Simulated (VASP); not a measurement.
## ScFe: structure and properties in VASP

Wanted: the relaxed cell of ScFe and its properties. The steps: full relaxation (vdW-DF), second relaxation, density, ELF and potential (vdW-DF), band structure (vdW-DF), total and projected DOS (vdW-DF), core levels (vdW-DF) and elastic constants (vdW-DF). The cell is invented: it takes the structure of a Materials Project entry for GaFe (space group 187 there), with some of its atoms replaced by other elements, volume scaled by an estimate. It may not be a known or stable phase.

Program: VASP 6.6.1. Level of theory: vdW-DF, spin-polarised from a ferromagnetic start (one magnetic atom a cell); plane waves and PAW (Fe, Sc_sv), in the first sound run; inputs show where later runs differ. Results are calculated unless marked as measured.

## Step 1: The starting structure

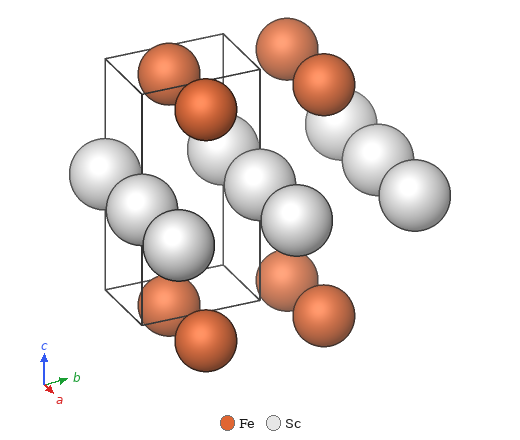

The cell as given, slightly off an axis (iron orange, scandium white). 2×2×1 cells are drawn. Some periodic images of atoms are drawn too.

## Step 2: Full relaxation (vdW-DF)

The start need not lie at this functional's minimum. ISIF = 3 frees volume, shape and positions, and EDIFFG sets the threshold on forces and stress at which the search stops. The first vdW-DF uses revPBE exchange and tends to overestimate distances. LUSE_VDW switches on a nonlocal correlation term for dispersion.

The input, INCAR:

```
SYSTEM = ScFe
PREC = Accurate
ENCUT = 400
EDIFF = 1E-06
NELM = 100
ISMEAR = 0
SIGMA = 0.05
LREAL = .FALSE.
ALGO = Normal
GGA = RE
AGGAC = 0
LUSE_VDW = .TRUE.
LASPH = .TRUE.
ISPIN = 2
MAGMOM = 3 0
LMAXMIX = 4
LORBIT = 11
LWAVE = .FALSE.
LCHARG = .FALSE.
IBRION = 2
NSW = 60
ISIF = 3
EDIFFG = -0.01
```

The input, POSCAR:

```
ScFe
1.0
    2.9786440000      0.0000000000      0.0000000000
   -1.4893220000      2.5795810000      0.0000000000
    0.0000000000      0.0000000000      4.3688840000
Fe Sc
1 1
Direct
    0.6666666700      0.3333333300      0.0000000000
    0.0000000000      0.0000000000      0.5000000000
```

The input, KPOINTS:

```
Automatic mesh
0
Gamma
10 10 6
0 0 0
```

The projector-augmented-wave data sets are Fe and Sc_sv (PBE family, release 64).

On the command line:

```sh
mpirun -np 1 vasp_std
```

What it wrote:

```text
[banner, memory and clock lines left out]
running    1 mpi-ranks, on    1 nodes
 distrk:  each k-point on    1 cores,    1 groups
 distr:  one band on    1 cores,    1 groups

 POSCAR found type information on POSCAR FeSc
 POSCAR found :  2 types and       2 ions
|                                                                             |
|               ----> ADVICE to this user running VASP <----                  |
|                                                                             |
|     You have switched on vdW-DFT.                                           |
|     This routine was written and supplied by Jiri Klimes. We recommend      |
|     that you carefully read and cite the following publications:            |
|       J. Klimes, D.R. Bowler, A. Michelides                                 |
|          J. Phys.: Cond Matt. 22 022201 (2010)                              |
|       J. Klimes, D.R. Bowler, A. Michelides                                 |
|          Phys. Rev. B. 83, 195131 (2011)                                    |
|     and references therein.                                                 |
|                                                                             |

|                                                                             |
|               ----> ADVICE to this user running VASP <----                  |
|                                                                             |
|     You enforced a specific xc type in the INCAR file but a different       |
|     [... a line on the potential file left out ...]
|     I HOPE YOU KNOW WHAT YOU ARE DOING!                                     |
|                                                                             |

 LDA part: xc-table for (Slater+PW92), standard interpolation
 POSCAR, INCAR and KPOINTS ok, starting setup
 FFT: planning ... GRIDC
 FFT: planning ... GRID_SOFT
 FFT: planning ... GRID
 WAVECAR not read
 entering main loop
       N       E                     dE             d eps       ncg     rms          rms(c)
DAV:   1     0.180034207753E+03    0.18003E+03   -0.80383E+03  3376   0.119E+03
DAV:   2    -0.220886540954E+01   -0.18224E+03   -0.17747E+03  3577   0.425E+02
DAV:   3    -0.851809026286E+01   -0.63092E+01   -0.60788E+01  4924   0.956E+01
DAV:   4    -0.864206285135E+01   -0.12397E+00   -0.12298E+00  4344   0.121E+01
DAV:   5    -0.864459641945E+01   -0.25336E-02   -0.25327E-02  4922   0.157E+00    0.126E+01
DAV:   6    -0.135859047367E+02   -0.49413E+01   -0.27207E+01  4013   0.738E+01    0.283E+01
DAV:   7    -0.744992835014E+01    0.61360E+01   -0.21238E+01  4348   0.499E+01    0.300E+00
DAV:   8    -0.750900726559E+01   -0.59079E-01   -0.84038E-01  5565   0.884E+00    0.296E+00
DAV:   9    -0.746355211199E+01    0.45455E-01   -0.15835E-01  5627   0.483E+00    0.908E-01
DAV:  10    -0.746468038966E+01   -0.11283E-02   -0.34878E-02  5351   0.203E+00    0.269E-01
DAV:  11    -0.746547398535E+01   -0.79360E-03   -0.29744E-03  4506   0.522E-01    0.124E-01
DAV:  12    -0.746546547090E+01    0.85144E-05   -0.53694E-04  5285   0.240E-01    0.384E-02
DAV:  13    -0.746548794605E+01   -0.22475E-04   -0.57178E-05  4241   0.771E-02    0.246E-02
DAV:  14    -0.746549541496E+01   -0.74689E-05   -0.11870E-05  4466   0.463E-02    0.133E-02
DAV:  15    -0.746549471450E+01    0.70046E-06   -0.33791E-06  3083   0.211E-02
   1 F= -.74654947E+01 E0= -.74635547E+01  d E =-.746549E+01  mag=     1.7123
 curvature:   0.00 expect dE= 0.000E+00 dE for cont linesearch  0.000E+00
 trial: gam= 0.00000 g(F)=  0.403E-45 g(S)=  0.657E-01 ort = 0.000E+00 (trialstep = 0.100E+01)
 search vector abs. value=  0.657E-01
 bond charge predicted
       N       E                     dE             d eps       ncg     rms          rms(c)
DAV:   1    -0.812938724333E+01   -0.66389E+00   -0.14484E+01  4189   0.682E+01    0.833E+00
DAV:   2    -0.146212546829E+02   -0.64919E+01   -0.48536E+01  5712   0.610E+01    0.326E+01
DAV:   3    -0.746390555992E+01    0.71573E+01   -0.32966E+01  6276   0.517E+01    0.283E+00
DAV:   4    -0.750509656884E+01   -0.41191E-01   -0.52662E-01  4996   0.563E+00    0.167E+00
DAV:   5    -0.750903816144E+01   -0.39416E-02   -0.28194E-02  4537   0.210E+00    0.103E+00
DAV:   6    -0.751377451509E+01   -0.47364E-02   -0.21428E-02  5194   0.176E+00    0.343E-01
DAV:   7    -0.751469069968E+01   -0.91618E-03   -0.79648E-03  4868   0.766E-01    0.255E-01
DAV:   8    -0.751431356734E+01    0.37713E-03   -0.13860E-03  5008   0.398E-01    0.142E-01
DAV:   9    -0.751440814093E+01   -0.94574E-04   -0.22417E-04  5074   0.153E-01    0.539E-02
DAV:  10    -0.751443913284E+01   -0.30992E-04   -0.10166E-04  5705   0.118E-01    0.262E-02
DAV:  11    -0.751443472629E+01    0.44066E-05   -0.15477E-05  5739   0.440E-02    0.172E-02
DAV:  12    -0.751443600981E+01   -0.12835E-05   -0.53522E-06  4012   0.299E-02    0.429E-03
DAV:  13    -0.751443660347E+01   -0.59366E-06   -0.91891E-07  1786   0.126E-02
   2 F= -.75144366E+01 E0= -.75123443E+01  d E =-.489419E-01  mag=     1.5789
[... from here on, the cycles between the ionic steps are left out ...]
   3 F= -.75426048E+01 E0= -.75401581E+01  d E =-.771101E-01  mag=     1.3984
   4 F= -.75791127E+01 E0= -.75777319E+01  d E =-.365079E-01  mag=     1.2509
   5 F= -.76292864E+01 E0= -.76285591E+01  d E =-.866816E-01  mag=     1.0809
   6 F= -.76291954E+01 E0= -.76285055E+01  d E =-.865906E-01  mag=     1.0808
   7 F= -.76366069E+01 E0= -.76359141E+01  d E =-.741152E-02  mag=     1.0738
   8 F= -.76380582E+01 E0= -.76373601E+01  d E =-.886286E-02  mag=     1.0734
   9 F= -.76380553E+01 E0= -.76373589E+01  d E =-.885990E-02  mag=     1.0733
 curvature:  -0.48 expect dE=-0.191E-04 dE for cont linesearch -0.606E-05
 ZBRENT: accuracy reached
 trial: gam=-0.03510 g(F)=  0.204E-44 g(S)=  0.396E-04 ort = 0.525E-03 (trialstep = 0.604E+00)
 search vector abs. value=  0.297E-04
 bond charge predicted
       N       E                     dE             d eps       ncg     rms          rms(c)
DAV:   1    -0.763808193916E+01   -0.26736E-04   -0.15333E-03  3647   0.682E-01    0.348E-02
DAV:   2    -0.763808373612E+01   -0.17970E-05   -0.10273E-04  5472   0.163E-01    0.461E-02
DAV:   3    -0.763807089455E+01    0.12842E-04   -0.74258E-05  5369   0.119E-01    0.235E-02
DAV:   4    -0.763806542918E+01    0.54654E-05   -0.10388E-05  5594   0.519E-02    0.668E-03
DAV:   5    -0.763806434066E+01    0.10885E-05   -0.32086E-07  1771   0.671E-03    0.169E-03
DAV:   6    -0.763806489467E+01   -0.55402E-06   -0.12058E-07  1680   0.522E-03
  10 F= -.76380649E+01 E0= -.76373652E+01  d E =-.963573E-05  mag=     1.0730
 trial-energy change:   -0.000010  1 .order   -0.000010   -0.000013   -0.000007
 step:   1.3873(harm=  1.3873)  dis= 0.00000  next Energy=    -7.638070 (dE=-0.147E-04)
 reached required accuracy - stopping structural energy minimisation
```

The job ended after 6.2 min (1 MPI rank of Intel Xeon Platinum 8375C at 2.90GHz (Ice Lake), shared host; peak memory 0.29 GiB).

Lines that name or quote the potential files are left out of all logs, and their timing lines are given in words.

From OUTCAR (step 2):

```text
ion  position               nearest neighbor table
   1  0.667  0.333  0.000-   2 2.78   2 2.78   2 2.78   2 2.78   2 2.78   2 2.78
   2  0.000  0.000  0.500-   1 2.78   1 2.78   1 2.78   1 2.78   1 2.78   1 2.78

  LATTYP: Found a hexagonal cell.
 ALAT       =     2.9786440000
 C/A-ratio  =     1.4667358704

 Subroutine GETGRP returns: Found 12 space group operations
 (whereof 12 operations were pure point group operations)

The static configuration has the point symmetry D_3h.

 Found     56 irreducible k-points:

   k-points           NKPTS =     56   k-points in BZ     NKDIM =     56   number of bands    NBANDS=     15

   dimension x,y,z NGX =    20 NGY =   20 NGZ =   28
   dimension x,y,z NGXF=    40 NGYF=   40 NGZF=   56

   ENCUT  =  400.0 eV  29.40 Ry    5.42 a.u.   4.86  4.86  7.12*2*pi/ulx,y,z

   NELECT =      19.0000    total number of electrons

 k-points in reciprocal lattice and weights: Automatic mesh
   0.00000000  0.00000000  0.00000000       0.002
   0.10000000  0.00000000  0.00000000       0.010
   0.20000000  0.00000000  0.00000000       0.010
   0.30000000  0.00000000  0.00000000       0.010
   0.40000000  0.00000000  0.00000000       0.010
   0.50000000  0.00000000  0.00000000       0.005
   0.10000000  0.10000000  0.00000000       0.010
   0.20000000  0.10000000  0.00000000       0.020
   0.30000000  0.10000000  0.00000000       0.020
[...]
0.40000000  0.20000000  0.50000000       0.010
   0.30000000  0.30000000  0.50000000       0.010

 average (electrostatic) potential at core
       1 -44.5641       2 -46.2380

 E-fermi :   4.3241

 spin component 1
 k-point     1 :       0.0000    0.0000    0.0000
  band No.  band energies     occupation
    ...
      6       1.6052      1.00000
      7       2.7478      1.00000
      8       2.7478      1.00000
      9       3.3275      1.00000
     10       3.3275      1.00000
     11       5.9762      0.00000
     12       6.5129      0.00000
     13       6.5129      0.00000
     14       8.2648      0.00000
     15       8.2648      0.00000

 k-point     2 :       0.1000    0.0000    0.0000
  band No.  band energies     occupation
    ...
      6       1.6765      1.00000
      7       2.6823      1.00000
      8       2.8134      1.00000
      9       3.2747      1.00000
     10       3.2880      1.00000
     11       5.9641      0.00000
     12       6.4722      0.00000
     13       6.6736      0.00000
     14       7.2563      0.00000
     15       8.2811      0.00000

 k-point     3 :       0.2000    0.0000    0.0000
  band No.  band energies     occupation
    ...
      6       1.8257      1.00000
      7       2.5392      1.00000
      8       2.9899      1.00000
      9       3.1155      1.00000
     10       3.1870      1.00000
     11       5.8571      0.00000
     12       6.4978      0.00000
     13       6.5000      0.00000
     14       7.1315      0.00000
     15       8.3216      0.00000

 k-point     4 :       0.3000    0.0000    0.0000
  band No.  band energies     occupation
    ...
      6       1.8802      1.00000
      7       2.4961      1.00000
      8       2.8854      1.00000
      9       3.0668      1.00000
     10       3.2194      1.00000
     11       5.6731      0.00000
     12       6.0755      0.00000
     13       6.6125      0.00000
     14       7.8062      0.00000
     15       8.3677      0.00000

 k-point     5 :       0.4000    0.0000    0.0000
  band No.  band energies     occupation
    ...
      6       1.8021      1.00000
      7       2.6813      1.00000
      8       2.7554      1.00000
      9       2.9730      1.00000
     10       3.4161      1.00000
     11       5.4074      0.00000
     12       5.8927      0.00000
     13       6.5325      0.00000
     14       8.4022      0.00000
     15       8.5144      0.00000

 k-point     6 :       0.5000    0.0000    0.0000
  band No.  band energies     occupation
    ...
      6       1.7706      1.00000
      7       2.6008      1.00000
      8       2.9377      1.00000
      9       3.1270      1.00000
     10       3.4939      1.00000
     11       5.1044      0.00000
     12       5.8461      0.00000
     13       6.3884      0.00000
     14       8.4147      0.00000
     15       8.8619      0.00000

Total vdW correction in eV:      3.4084787

  Total       -0.0038028     -0.0038028     -0.0194477      0.0000000      0.0000000      0.0000000
  in kB       -0.1747322     -0.1747322     -0.8935885      0.0000000      0.0000000      0.0000000
  external PRESSURE =      -0.4143510 kB  Pullay stress =       0.0000000 kB

  energy-cutoff  :      400.00
  volume of cell :       34.87
      direct lattice vectors                 reciprocal lattice vectors
     3.219356766  0.000000000  0.000000000     0.310621057  0.179337180 -0.000000000
    -1.609678383  2.788044281 -0.000000000     0.000000000  0.358674361 -0.000000000
    -0.000000000  0.000000000  3.884841337    -0.000000000  0.000000000  0.257410770

 POSITION                                       TOTAL-FORCE (eV/Angst)
 -----------------------------------------------------------------------------------
      1.60968      0.92935     -0.00000        -0.000000      0.000000     -0.000000
     -0.00000      0.00000      1.94242         0.000000     -0.000000      0.000000
 -----------------------------------------------------------------------------------
    total drift:                               -0.000001     -0.000002     -0.000000

  FREE ENERGIE OF THE ION-ELECTRON SYSTEM (eV)
  ---------------------------------------------------
  free  energy   TOTEN  =        -7.6380648947 eV

  energy  without entropy=       -7.6366654623  energy(sigma->0) =       -7.63736518

Total vdW correction in eV:      3.4084804

 reached required accuracy - stopping structural energy minimisation

 total charge
# of ion       s       p       d       tot
------------------------------------------
    1        0.453   0.266   6.352   7.070
    2        2.285   6.161   1.138   9.585
--------------------------------------------------
tot          2.738   6.427   7.490  16.655

 magnetization (x)
# of ion       s       p       d       tot
------------------------------------------
    1        0.001  -0.036   1.727   1.692
    2       -0.021  -0.042  -0.352  -0.416
--------------------------------------------------
tot         -0.021  -0.078   1.375   1.275

[... 6 further parts left out ...]
```

The cell holds one magnetic atom, so no antiferromagnetic order fits into it. The k-mesh is coarse for a metal. The PAW data sets were made with PBE, which is usual practice but a small mismatch for other functionals. The run keeps the 12 symmetry operations of its start, so it cannot find a distortion of lower symmetry.

The steps of the relaxation:

```csv
step,energy less that of the first step (eV),largest force (eV/Å),pressure (GPa),volume (Å³)
1,0.0000,0.0000,2.73,33.57
2,-0.0489,0.0000,-0.70,34.96
3,-0.0771,0.0000,-3.61,36.48
4,-0.1136,0.0000,-3.48,36.39
5,-0.1638,0.0000,-2.17,36.00
6,-0.1637,0.0000,-2.30,36.02
7,-0.1711,0.0000,-1.01,35.32
8,-0.1726,0.0000,-0.03,34.85
9,-0.1726,0.0000,-0.09,34.87
10,-0.1726,0.0000,-0.04,34.87
```

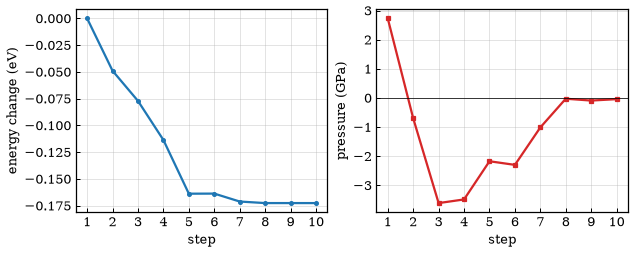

Energy and pressure along the relaxation.

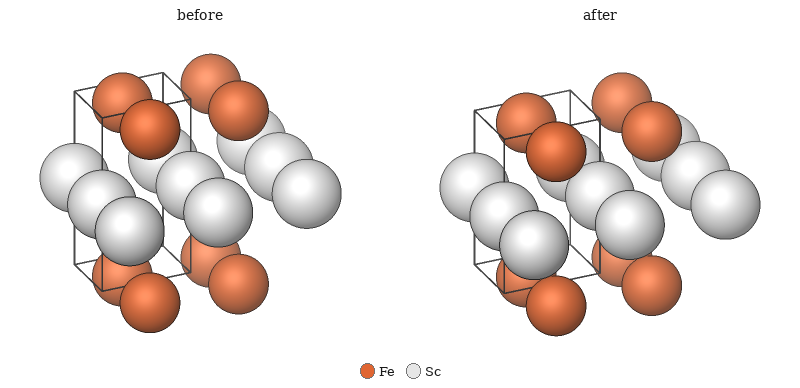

Before and after, at one scale.

```csv
"conventional cell, symmetrised",before,after,change
a (Å),2.979,3.219,+8.1 %
b (Å),2.979,3.219,+8.1 %
c (Å),4.369,3.885,-11.1 %
volume (Å³/atom),16.78,17.43,+3.9 %
```

The relaxed structure:

```xyz
2
Lattice="3.2194 0.0000 0.0000 -1.6097 2.7880 0.0000 0.0000 0.0000 3.8848" Properties=species:S:1:pos:R:3 pbc="T T T"
Fe    1.6097    0.9293    0.0000
Sc    0.0000    0.0000    1.9424
```

This step gave:

```
electrons                                         : 19
bands                                             : 15
irreducible k-points                              : 56
symmetry operations                               : 12
free energy (TOTEN)                               : -7.638 eV
energy at zero smearing                           : -7.637 eV
Fermi energy                                      : 4.324 eV
pressure                                          : -0.04144 GPa
moment of the cell, from the last line of the log : 1.073 μB
metallic                                          : yes
SCF cycles over all ionic steps                   : 95
```

Spin moment in the PAW sphere by atom:

```csv
atom,spin moment in the PAW sphere (μB)
Fe1,1.69
Sc2,-0.42
```

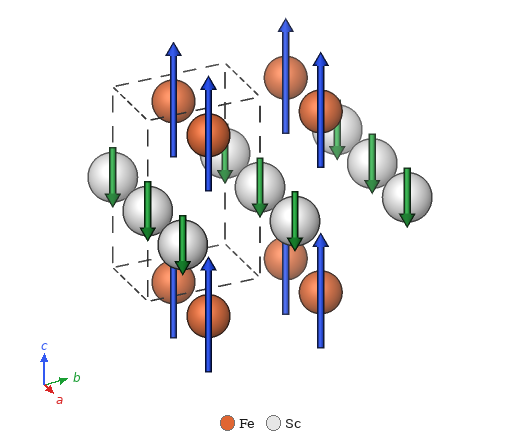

Spin moment in the PAW sphere as arrows, the longest 1.69 μB. Up and down stand for the sign. Arrows give size and sign along the axis of quantisation, drawn up and down the page. Each arrow also spans its atom, so small moments look longer than they are. The two directions have two colours. 2×2×1 cells are drawn. Some periodic images of atoms are drawn too.

It ends with forces that vanish by symmetry and a pressure of -0.04 GPa.

(Part 1 of 4 ends here.)

[Lines on the potential files, build, host, timing and source positions are cut from VASP's logs without a mark.]

[Logs are printed without paths, hosts, clocks, repeated set-up lines and the standing remarks that a program may print on its own settings, such as how far it seeks lower states.]

[Hosts, paths, dates, database ids (printed as entryN), source tags and the programs' standing remarks are cut or masked in the printed files.]

[A measured line is paired with the nearest computed mode of its activity, which favours agreement.]

[In band tables of VASP the shares of atoms and orbitals are scaled to a sum of 1 inside the atoms' spheres.]
